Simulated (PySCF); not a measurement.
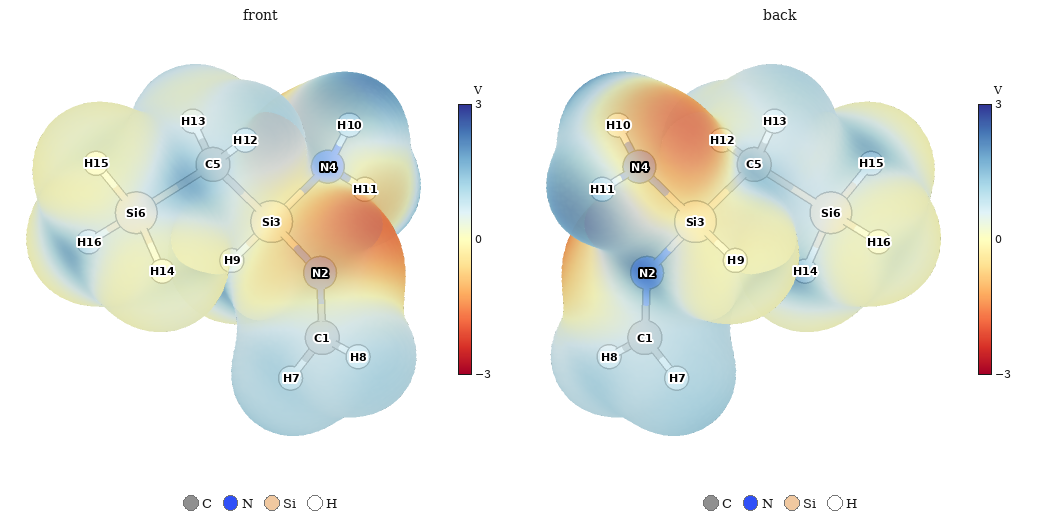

*C₂H₁₀N₂Si₂. The molecular electrostatic potential painted on the density surface at 0.004 e/bohr³, seen from the front and from behind; red is negative and blue positive.*

Geometry: GFN2-xTB.

Theory: PySCF 2.14.0, CAM-B3LYP/def2-SVPD, SCF density, gas phase.

```yaml
atoms:
  - { symbol: C, position_ang: [2.3622, -0.5115, 1.0230] }
  - { symbol: N, position_ang: [1.4517, 0.3166, 0.8292] }
  - { symbol: Si, position_ang: [0.3615, 0.6203, -0.4846] }
  - { symbol: N, position_ang: [0.3892, 2.2966, -0.8999] }
  - { symbol: C, position_ang: [-1.3524, 0.2064, 0.2103] }
  - { symbol: Si, position_ang: [-1.6984, -1.6403, 0.4222] }
  - { symbol: H, position_ang: [2.6743, -1.2795, 0.3079] }
  - { symbol: H, position_ang: [2.9069, -0.4960, 1.9655] }
  - { symbol: H, position_ang: [0.6530, -0.0781, -1.7416] }
  - { symbol: H, position_ang: [-0.0528, 2.9457, -0.2691] }
  - { symbol: H, position_ang: [1.2562, 2.6906, -1.2270] }
  - { symbol: H, position_ang: [-1.4739, 0.7005, 1.1737] }
  - { symbol: H, position_ang: [-2.0970, 0.6405, -0.4547] }
  - { symbol: H, position_ang: [-0.7129, -2.2485, 1.3216] }
  - { symbol: H, position_ang: [-3.0376, -1.8283, 0.9925] }
  - { symbol: H, position_ang: [-1.6377, -2.3261, -0.8719] }
```

Which sites attract a positive test charge, and which a negative one?

Answer. A positive charge is drawn to the negative regions and a negative charge to the positive ones. The most negative region (about −1.7 V) lies over N2 and N4, the most positive (about +2.1 V) over Si3, Si6, H10 and H11.

What dipole moment does the calculation give?

Answer. Its dipole moment is 1.17 D.
